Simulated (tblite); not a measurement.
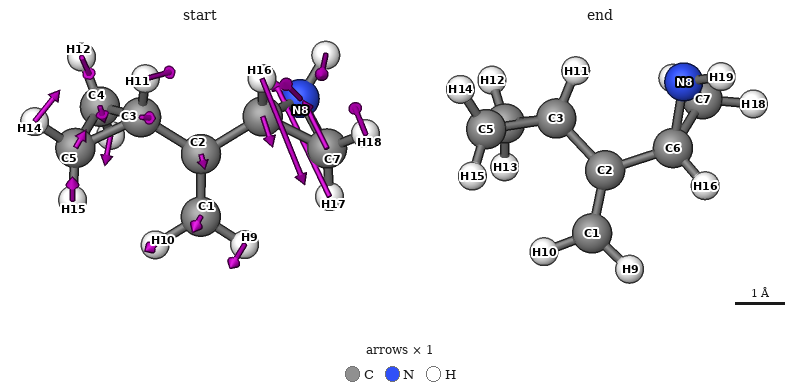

The structure of C$_{7}$H$_{11}$N before (left) and after (right) a relaxation, at one scale. The purple arrows give the displacements, at their true length.

Style: ball-and-stick. Shown face on.

Level of theory: tblite 0.8.0, GFN2-xTB geometry optimisation, gas phase. 

Describe what moved and what it gained.

Answer. After 215 geometry steps the energy has fallen by 14.4 kcal/mol. The largest move after the best rigid fit is that of H17, 2.84 Å. Largest moves by element: H 2.84 Å, N 1.73 Å, C 1.26 Å. Some distances before and after: C5–H14 1.128 → 1.079 Å, C4–C5 1.530 → 1.491 Å, C1–H10 1.111 → 1.075 Å, C6–H16 1.115 → 1.089 Å. Bond angles that change, for instance: C4–C5–H14 109.2° → 118.5°, C2–C3–C4 112.3° → 120.5°, H12–C4–H13 120.1° → 113.9°. Groups turn about C2–C6 by about 130°, C2–C3 by about 25°. The run took 1.5 s on 1 thread of Arm Neoverse V1 (shared host).
